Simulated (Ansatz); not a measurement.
Profile along the Zn–S line in ZnS (wurtzite)

ZnS (wurtzite)

```yaml
crystal:
  lattice:
    - [3.84511, 0.00000, 0.00000]
    - [-1.92255, 3.32996, 0.00000]
    - [0.00000, 0.00000, 6.30566]
  atoms:
    - { symbol: Zn, position: [0.66667, 0.33333, 0.99985] }
    - { symbol: Zn, position: [0.33333, 0.66667, 0.49985] }
    - { symbol: S, position: [0.66667, 0.33333, 0.62535] }
    - { symbol: S, position: [0.33333, 0.66667, 0.12535] }
```

Fields along a shortest Zn–S line of a (1 -1 0 0) plane (2.36 Å), from Zn to S, interpolated on the slice's grid (step about 0.2 Å). Level of theory: PBE (plane waves to 420 eV, PAW, scalar-relativistic; Ansatz, an electronic-structure program). k mesh 10×10×5. Near the nuclei the fields are pseudised (PAW); where an atom keeps semicore shells as valence, they peak there. ZnS was relaxed with its symmetry unable to fall.

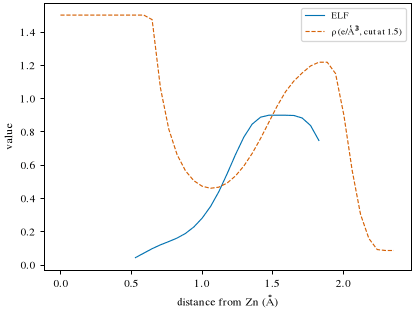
ELF (away from the nuclei) and valence density from Zn to S.

Density on the Zn–S line (2.36 Å) at its density minimum, 1.1 Å from Zn: 0.46 e/Å³. ELF at that point: 0.3. ELF maximum in the middle third of the Zn–S line: 0.90, 1.5 Å from Zn.
